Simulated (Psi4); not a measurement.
# doublet C2H3BFN+: levels of theory compared

Aim: a comparison of 4 runs (U-r2SCAN/def2-SVP, UB3LYP/def2-SVP, UM06-L/def2-SVP, UPBE0/def2-SVP) of doublet C2H3BFN+. 

The results are computed with Psi4 1.11.

2 further runs of the same task are left out: 2 set aside as unsound or not needed. Runs told in other sessions of the task aren't counted.

## (1) The structure to begin with

C2H3BFN+: 8 atoms, total charge +1, spin state doublet. SMILES of the parent species: `FB1C=NC1`. The coordinates come from a PBE0-D4/def2-TZVP relaxation. That shape belongs to the parent species and isn't relaxed for this state.

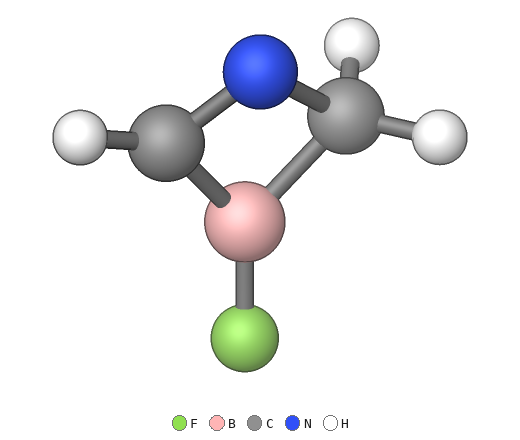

Viewed from a chosen angle; fluorine green, boron pink, carbon grey, nitrogen blue, hydrogen white.

## (2) Energy and forces at U-r2SCAN/def2-SVP (run 1)

c2h3bfn.py

```python
import psi4

psi4.set_memory('2200 MB')
psi4.set_num_threads(1)
psi4.core.set_output_file('c2h3bfn.out', False)

molecule = psi4.geometry("""
1 2
F      0.213200    -1.007300     1.918400
B     -0.024100    -0.304800     0.836200
C      0.319000     1.128500     0.345800
N      0.303900     0.728600    -0.881200
C     -0.301700    -0.640600    -0.682300
H      0.656500     2.120900     0.633900
H      0.257100    -1.432700    -1.186200
H     -1.331600    -0.649700    -1.040300
symmetry c1
no_reorient
no_com
""")

options = {'basis': 'def2-SVP', 'reference': 'uks', 'puream': True, 'e_convergence': 1e-09, 'd_convergence': 1e-08, 'scf_type': 'pk', 'dft_radial_points': 99, 'dft_spherical_points': 590, 'maxiter': 100}
psi4.set_options(options)

e_tot, wfn = psi4.gradient("r2scan", molecule=molecule, return_wfn=True)
psi4.oeprop(wfn, "DIPOLE", "WIBERG_LOWDIN_INDICES", "MULLIKEN_CHARGES")
print('gradient / Eh bohr^-1')
print(e_tot.np.round(6))
print(f'energy = {wfn.energy():.10f} Eh')
```

Launch:

```console
$ python c2h3bfn.py
```

c2h3bfn.out:

```text
[...]
  Running in c1 symmetry.
[...]
  Nuclear repulsion =  145.302480494240513
[...]
  Multiplicity = 2
[...]
  Nalpha       = 18
  Nbeta        = 17
[...]
    Number of basis functions: 85
[...]
   @UKS iter   1:  -256.59796520546206    1.26798e-01   6.85471e-03 ADIIS/DIIS
[...]
   @UKS iter  18:  -256.76247831344591   -3.80851e-12   4.44276e-09 DIIS
[...]
   @S^2 Observed:                7.642278511E-01
[...]
  @UKS Final Energy:  -256.76247831344591
   => Energetics <=
    Nuclear Repulsion Energy =            145.3024804942405126
    One-Electron Energy =                -628.9244710059770114
    Two-Electron Energy =                 259.7451988254654225
    DFT Exchange-Correlation Energy =     -32.8856866271748487
    Empirical Dispersion Energy =           0.0000000000000000
    VV10 Nonlocal Energy =                  0.0000000000000000
    Total Energy =                       -256.7624783134459108
  UHF NO Occupations:
  HONO-2 :   16  A 1.9988336
  HONO-1 :   17  A 1.9948300
[...]
  -Total Gradient:
     Atom            X                  Y                   Z
    ------   -----------------  -----------------  -----------------
       1        0.008529086726    -0.017035555229     0.020043614195
       2       -0.007667051115     0.028415030523    -0.009699971486
       3       -0.031149725806    -0.061287117605     0.026376149340
       4        0.016366272485     0.022546927135    -0.070185822281
       5        0.009036513874     0.032206206758     0.038374797771
       6        0.000269569524    -0.010230094369    -0.008103114006
       7       -0.003793098742     0.003791805884     0.002604037207
       8        0.008441227833     0.001678058667     0.000663341636
[...]
 Multipole Moments:
 ------------------------------------------------------------------------------------
     Multipole            Electronic (a.u.)      Nuclear  (a.u.)        Total (a.u.)
 ------------------------------------------------------------------------------------
 L = 1.  Multiply by 2.5417464519 to convert [e a0] to [Debye]
 Dipole X            :         -6.8535495            6.8245569           -0.0289926
 Dipole Y            :          5.4099228           -4.7689129            0.6410100
 Dipole Z            :        -22.2108745           22.0466788           -0.1641957
 Magnitude           :                                                    0.6623403
[...]
  Mulliken Charges: (a.u.)
   Center  Symbol    Alpha    Beta     Spin     Total
       1     F     4.49700  4.48501  0.01199  0.01799
       2     B     2.40176  2.25436  0.14741  0.34388
       3     C     2.90981  2.97435 -0.06454  0.11584
       4     N     3.88101  3.09851  0.78250  0.02048
       5     C     3.05562  2.95896  0.09667 -0.01458
       6     H     0.42982  0.39750  0.03232  0.17268
       7     H     0.41312  0.41843 -0.00531  0.16845
       8     H     0.41186  0.41288 -0.00103  0.17526
   Total alpha = 18.00000, Total beta = 17.00000, Total charge =  1.00000
[...]
```

The script printed:

```text
gradient / Eh bohr^-1
[[ 0.008529 -0.017036  0.020044]
 [-0.007667  0.028415 -0.0097  ]
 [-0.03115  -0.061287  0.026376]
 [ 0.016366  0.022547 -0.070186]
 [ 0.009037  0.032206  0.038375]
 [ 0.00027  -0.01023  -0.008103]
 [-0.003793  0.003792  0.002604]
 [ 0.008441  0.001678  0.000663]]
energy = -256.7624783134 Eh
```

Wall time 2.5 min (1 thread of Intel Xeon Platinum 8259CL at 2.50GHz (Skylake/Cascade Lake), shared host); peak memory 1.5 GiB.

## (3) Energy and forces at UB3LYP/def2-SVP (run 2)

c2h3bfn.xyz

```xyz
8
C2H3BFN
F      0.213200    -1.007300     1.918400
B     -0.024100    -0.304800     0.836200
C      0.319000     1.128500     0.345800
N      0.303900     0.728600    -0.881200
C     -0.301700    -0.640600    -0.682300
H      0.656500     2.120900     0.633900
H      0.257100    -1.432700    -1.186200
H     -1.331600    -0.649700    -1.040300
```

c2h3bfn.py

```python
import psi4

psi4.set_memory('2200 MB')
psi4.set_num_threads(1)
psi4.set_output_file('psi4.out', False)

with open('c2h3bfn.xyz') as f:
    atoms = ''.join(f.readlines()[2:])
molecule = psi4.geometry('1 2\n' + atoms + 'symmetry c1\nno_reorient\nno_com')

options = {'basis': 'def2-SVP', 'reference': 'uks', 'puream': True, 'e_convergence': 1e-09, 'd_convergence': 1e-08, 'scf_type': 'pk', 'dft_radial_points': 99, 'dft_spherical_points': 590, 'maxiter': 100}
psi4.set_options(options)

e_tot, wfn = psi4.gradient('b3lyp', return_wfn=True)
psi4.oeprop(wfn, 'MAYER_INDICES', 'DIPOLE', 'MULLIKEN_CHARGES')
print('gradient / Eh bohr^-1')
print(e_tot.np.round(6))
print(f'energy = {wfn.energy():.10f} Eh')
```

Launch:

```console
$ python c2h3bfn.py
```

psi4.out, shortened:

```text
[...]
  Running in c1 symmetry.
[...]
  Nuclear repulsion =  145.302480494240513
[...]
  Multiplicity = 2
[...]
  Nalpha       = 18
  Nbeta        = 17
[...]
    Number of basis functions: 85
[...]
   @UKS iter   1:  -256.75092090514272    7.32267e-02   6.62990e-03 DIIS/ADIIS
[...]
   @UKS iter  18:  -256.90227575099368   -7.27596e-12   8.16372e-09 DIIS
[...]
   @S^2 Observed:                7.591347027E-01
[...]
  @UKS Final Energy:  -256.90227575099368
   => Energetics <=
    Nuclear Repulsion Energy =            145.3024804942405126
    One-Electron Energy =                -628.9987409544569346
    Two-Electron Energy =                 253.5039759555109811
    DFT Exchange-Correlation Energy =     -26.7099912462882294
    Empirical Dispersion Energy =           0.0000000000000000
    VV10 Nonlocal Energy =                  0.0000000000000000
    Total Energy =                       -256.9022757509936810
  UHF NO Occupations:
  HONO-2 :   16  A 1.9991613
  HONO-1 :   17  A 1.9966947
[...]
  -Total Gradient:
     Atom            X                  Y                   Z
    ------   -----------------  -----------------  -----------------
       1        0.009058315424    -0.017576193522     0.020612155626
       2       -0.008283000247     0.029861039129    -0.013231666268
       3       -0.031361984802    -0.060158575957     0.029614757449
       4        0.014802502262     0.018209676549    -0.070317484049
       5        0.010307594083     0.033668671741     0.039398899587
       6        0.000772752571    -0.009598969153    -0.008461484875
       7       -0.003824717429     0.003656393129     0.002215425959
       8        0.008530055073     0.001941466443     0.000182817557
[...]
 Multipole Moments:
 ------------------------------------------------------------------------------------
     Multipole            Electronic (a.u.)      Nuclear  (a.u.)        Total (a.u.)
[...]
```

The script printed:

```text
gradient / Eh bohr^-1
[[ 0.009058 -0.017576  0.020612]
 [-0.008283  0.029861 -0.013232]
 [-0.031362 -0.060159  0.029615]
 [ 0.014803  0.01821  -0.070317]
 [ 0.010308  0.033669  0.039399]
 [ 0.000773 -0.009599 -0.008461]
 [-0.003825  0.003656  0.002215]
 [ 0.00853   0.001941  0.000183]]
energy = -256.9022757510 Eh
```

It took 60 s on 1 thread of Intel Xeon Platinum 8259CL at 2.50GHz (Skylake/Cascade Lake), shared host; peak memory 1.2 GiB.

Run 3 isn't shown in full; the table further down has it.

## (4) A single-point energy at UPBE0/def2-SVP (run 4)

calc.py

```python
import psi4

psi4.set_memory(2200000000)
psi4.set_num_threads(1)
psi4.set_output_file('output.dat', False)

mol = psi4.geometry("""
1 2
F      0.213200    -1.007300     1.918400
B     -0.024100    -0.304800     0.836200
C      0.319000     1.128500     0.345800
N      0.303900     0.728600    -0.881200
C     -0.301700    -0.640600    -0.682300
H      0.656500     2.120900     0.633900
H      0.257100    -1.432700    -1.186200
H     -1.331600    -0.649700    -1.040300
symmetry c1
""")

options = {'basis': 'def2-SVP', 'reference': 'uks', 'puream': True, 'e_convergence': 1e-09, 'd_convergence': 1e-08, 'scf_type': 'pk', 'dft_radial_points': 99, 'dft_spherical_points': 590, 'maxiter': 100}
psi4.set_options(options)

result, w = psi4.energy('PBE0', return_wfn=True)
psi4.oeprop(w, 'MAYER_INDICES', 'MULLIKEN_CHARGES', 'QUADRUPOLE')
print('E =', round(result, 9))
for k, v in sorted(psi4.core.scalar_variables().items()):
    print(f'{k:45s} {v:18.10f}')
```

Launch:

```console
$ python calc.py
```

output.dat, shortened:

```text
[...]
  Running in c1 symmetry.
[...]
  Nuclear repulsion =  145.302480494240513
[...]
  Multiplicity = 2
[...]
  Nalpha       = 18
  Nbeta        = 17
[...]
    Number of basis functions: 85
[...]
   @UKS iter   1:  -256.49016431205047    4.04585e-02   6.03976e-03 DIIS/ADIIS
[...]
   @UKS iter  19:  -256.61505654958529   -2.38742e-12   4.40404e-09 DIIS
[...]
   @S^2 Observed:                7.624404210E-01
[...]
  @UKS Final Energy:  -256.61505654958529
   => Energetics <=
    Nuclear Repulsion Energy =            145.3024804942405126
    One-Electron Energy =                -628.9237168783488414
    Two-Electron Energy =                 251.8373357985816483
    DFT Exchange-Correlation Energy =     -24.8311559640585955
    Empirical Dispersion Energy =           0.0000000000000000
    VV10 Nonlocal Energy =                  0.0000000000000000
    Total Energy =                       -256.6150565495852902
  UHF NO Occupations:
  HONO-2 :   16  A 1.9989532
  HONO-1 :   17  A 1.9953348
[...]
 Multipole Moments:
 ------------------------------------------------------------------------------------
     Multipole            Electronic (a.u.)      Nuclear  (a.u.)        Total (a.u.)
 ------------------------------------------------------------------------------------
 L = 1.  Multiply by 2.5417464519 to convert [e a0] to [Debye]
 Dipole X            :          0.4346494           -0.6714293           -0.2367799
 Dipole Y            :         -0.5079050            1.3570595            0.8491545
 Dipole Z            :          3.5274982           -4.4530754           -0.9255772
 Magnitude           :                                                    1.2782101
 L = 2.  Multiply by 1.3450342976 to convert [e a0^2] to [Debye ang]
 Quadrupole XX       :        -31.8123186           14.7365573          -17.0757613
 Quadrupole XY       :        -16.9017719           18.2433946            1.3416227
[...]
  Mulliken Charges: (a.u.)
   Center  Symbol    Alpha    Beta     Spin     Total
[...]
```

On the terminal:

```text
E = -256.61505655
CURRENT ENERGY                                   -256.6150565496
CURRENT REFERENCE ENERGY                         -256.6150565496
DD SOLVATION ENERGY                                 0.0000000000
DFT FUNCTIONAL TOTAL ENERGY                      -256.6150565496
DFT TOTAL ENERGY                                 -256.6150565496
DFT VV10 ENERGY                                     0.0000000000
DFT XC ENERGY                                     -24.8311559641
GRID ELECTRONS ALPHA                               18.0000002636
GRID ELECTRONS BETA                                17.0000002394
GRID ELECTRONS TOTAL                               35.0000005030
NUCLEAR REPULSION ENERGY                          145.3024804942
ONE-ELECTRON ENERGY                              -628.9237168783
PCM POLARIZATION ENERGY                             0.0000000000
PE ENERGY                                           0.0000000000
SCF ITERATION ENERGY                             -256.6150565496
SCF ITERATIONS                                     19.0000000000
SCF TOTAL ENERGY                                 -256.6150565496
TWO-ELECTRON ENERGY                               251.8373357986
XC GRID RADIAL POINTS                              99.0000000000
XC GRID SPHERICAL POINTS                          590.0000000000
XC GRID TOTAL POINTS                           442770.0000000000
```

Run time: 56 s. Hardware: 1 thread of Intel Xeon Platinum 8259CL at 2.50GHz (Skylake/Cascade Lake), shared host; peak memory 1.2 GiB.

## (5) Overview of the runs

| run | level | task | energy (Eh) | HOMO energy (eV) | LUMO energy (eV) | ⟨S²⟩ | wall time |
| --- | --- | --- | --- | --- | --- | --- | --- |
| 1 | U-r2SCAN/def2-SVP | gradient | -256.762478 | -14.72 | -12.94 | 0.764 | 2.5 min |
| 2 | UB3LYP/def2-SVP | gradient | -256.902276 | -15.66 | -12.47 | 0.759 | 60 s |
| 3 | UM06-L/def2-SVP | energy | -256.872056 | -14.75 | -13.05 | 0.760 | 2.5 min |
| 4 | UPBE0/def2-SVP | energy | -256.615057 | -15.90 | -12.12 | 0.762 | 56 s |

## (6) Summary of results

```
                                 quantity          value
                      run 4: total energy  -256.61506 Eh
run 4: HOMO energy (highest over α and β)      -15.90 eV
 run 4: LUMO energy (lowest over α and β)      -12.12 eV
                              run 4: ⟨S²⟩          0.762
```

What this shows: Totals of different functionals can't be ranked against each other. All runs together took 6.9 min, the longest 2.5 min.
